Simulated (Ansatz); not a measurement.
As$_{8}$H$_{24}$In$_{9}$ (charge −1)

| atom | x (Å) | y (Å) | z (Å) |
| --- | --- | --- | --- |
| As | -2.0507 | -1.6854 | 3.5767 |
| As | 1.0778 | -2.7609 | 0.2611 |
| As | -1.7413 | 2.6668 | -3.1518 |
| As | 1.2095 | 0.0046 | -3.1189 |
| As | -2.1545 | -0.2051 | -0.3536 |
| As | 1.7810 | 0.0242 | 3.3268 |
| As | 1.2269 | 2.5085 | -0.0710 |
| As | 4.1945 | -0.4699 | -0.0959 |
| In | -3.3716 | -2.0397 | 1.2043 |
| In | -3.7177 | 1.0695 | -2.1569 |
| In | -0.4176 | -1.6167 | -1.7260 |
| In | 0.4867 | -1.9320 | 4.6589 |
| In | 2.9833 | -1.8674 | 2.0069 |
| In | 0.0988 | 1.7435 | -4.9032 |
| In | -0.7339 | 4.0093 | -1.1201 |
| In | 2.9878 | 1.3411 | -1.6931 |
| In | -1.0197 | 1.6329 | 1.1287 |
| H | -2.6146 | -0.3664 | 4.1102 |
| H | -2.9052 | -2.5600 | 4.5073 |
| H | 1.5648 | -4.1052 | -0.2893 |
| H | -0.0064 | -3.3627 | 1.1558 |
| H | -2.4337 | 3.8179 | -3.8935 |
| H | 2.0788 | -0.9483 | -3.9488 |
| H | 2.9023 | 0.0404 | 4.3941 |
| H | 1.9394 | 3.4300 | 0.9208 |
| H | 4.9946 | -1.3448 | -1.0723 |
| H | 5.4242 | 0.2708 | 0.4430 |
| H | -2.8642 | -3.6269 | 0.6533 |
| H | -5.0388 | -1.5829 | 1.4939 |
| H | -4.1418 | -0.0815 | -3.4066 |
| H | -4.8364 | 2.1193 | -1.3158 |
| H | -1.0036 | -2.9162 | -2.7399 |
| H | 0.8902 | -3.5719 | 4.1348 |
| H | 0.2458 | -1.5856 | 6.3666 |
| H | 4.0988 | -3.1637 | 2.3768 |
| H | -0.7149 | 0.8280 | -6.1514 |
| H | 1.3107 | 2.9723 | -5.2048 |
| H | -0.7450 | 5.7439 | -0.9642 |
| H | -1.8634 | 3.2496 | 0.2878 |
| H | 4.1216 | 2.4253 | -2.4608 |
| H | -1.2421 | 1.8948 | 2.8297 |

Geometry: PBE-D4/def2-SVP; core potentials replace the inner electrons of In.

The calculation used Ansatz 0.2.0, RKS PBE0-D4/def2-SVP.

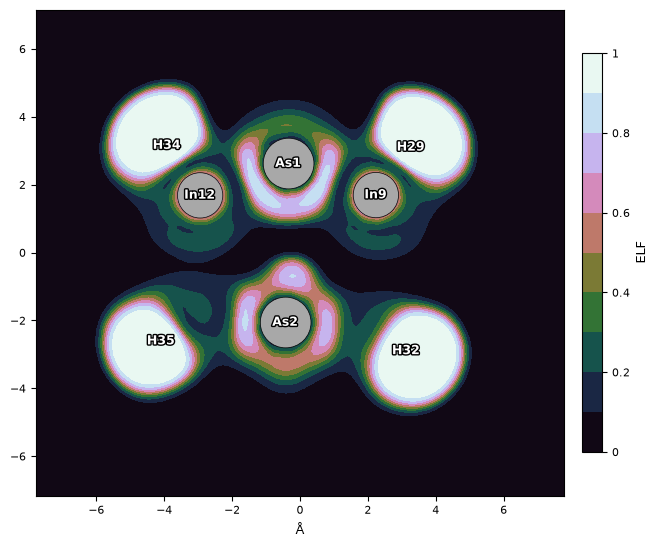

Figure 1. ELF on the plane of atoms As1, In12 and H34. Grey discs cover the atomic cores.

**What does the map show?**

- Atoms in the plane: As, In and H.
- In–As (2.74 Å): the ELF peaks at about 0.85 between the atoms; a covalent bond.
- In–As (2.77 Å): the ELF peaks at about 0.85 between the atoms.
- In–H (1.75 Å): the ELF climbs to about 1 towards the hydrogen.

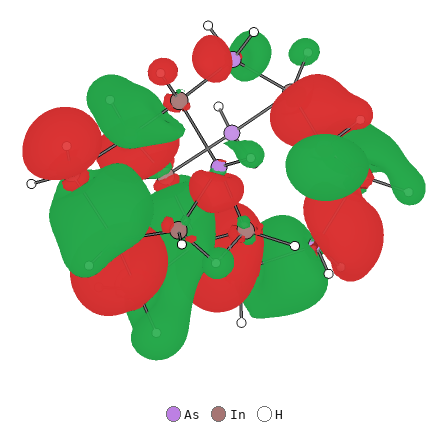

Figure 2. The HOMO−1 at ±0.03 Å⁻³ᐟ² (green and red are the two phases), seen at a tilt.

**Describe this orbital and give its energy.**

Its weight (Hirshfeld) is mainly on As5 (about 20 %), As3 (about 15 %), As1 (about 10 %), In9 (about 10 %) and In10 (about 5 %). Its energy is −4.19 eV.

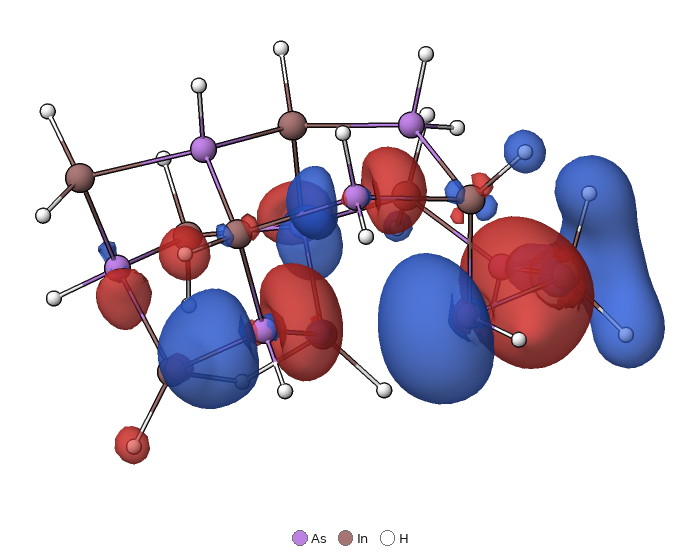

Figure 3. The HOMO at ±0.06 Å⁻³ᐟ² (red and blue are the two phases), seen from one side.

**What is the character of this orbital?**

Its weight (Hirshfeld) is mainly on As6 (about 35 %), In12 (about 15 %) and As7 (about 10 %). Its energy is −3.83 eV.
